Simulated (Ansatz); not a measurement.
Consider Cl3HSTi···HCl.

```yaml
atoms:
  - { symbol: Ti, position_ang: [-0.5922, 0.0541, -0.4983] }
  - { symbol: Cl, position_ang: [0.0622, -0.0783, 3.0193] }
  - { symbol: Cl, position_ang: [1.5196, -0.0758, 0.0612] }
  - { symbol: Cl, position_ang: [-0.7322, 1.8538, -1.7006] }
  - { symbol: Cl, position_ang: [-0.9708, -1.6704, -1.7629] }
  - { symbol: S, position_ang: [-2.5893, 0.1838, 0.7949] }
  - { symbol: H, position_ang: [-2.8277, -1.1256, 0.4883] }
  - { symbol: H, position_ang: [-1.2742, -0.0143, 3.0247] }
```

Not at a stationary point (largest force 1.0 eV/Å).

Theory: RKS PBE-D4/def2-SVP (Ansatz).

**What will maps of the electron density and electron localisation function show?**

Ti1···Cl2 (3.58 Å): the density falls to about 0.05 e/Å³ on the way; the ELF is about 0.05 at the midpoint.
Ti–Cl (2.19 Å): the density is about 0.65 e/Å³ at the midpoint; the ELF peaks at about 0.85 in the valence shell of Cl, 0.8 Å from its nucleus, and is about 0.35 at the midpoint.
Ti–S (2.38 Å): ρ at the midpoint is about 0.52 e/Å³; the ELF peaks at about 0.90 in the valence shell of S, 0.9 Å from its nucleus, and is about 0.55 at the midpoint.
Cl–H (1.34 Å): ρ is about 1.8 e/Å³ halfway; the ELF climbs to about 1 towards the hydrogen, as it does in any bond to H.

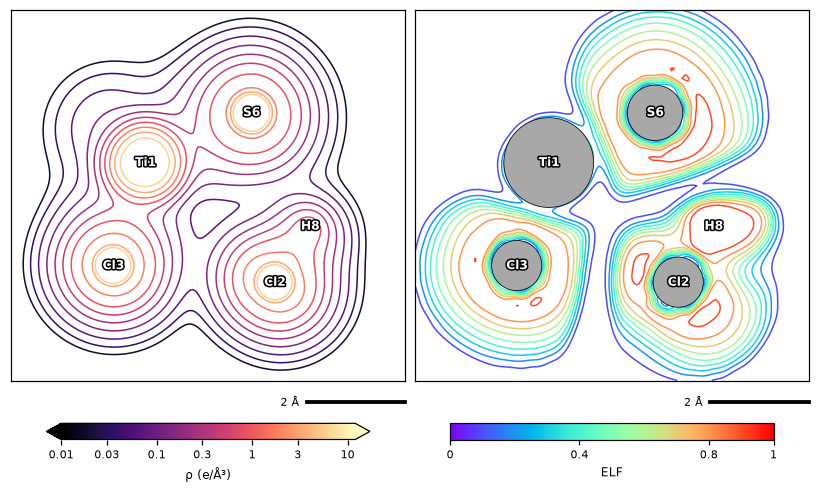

Computed electron density and electron localisation function on the plane of atoms Cl3, Ti1 and S6, in this order. Grey discs cover the atomic cores in the ELF map. 
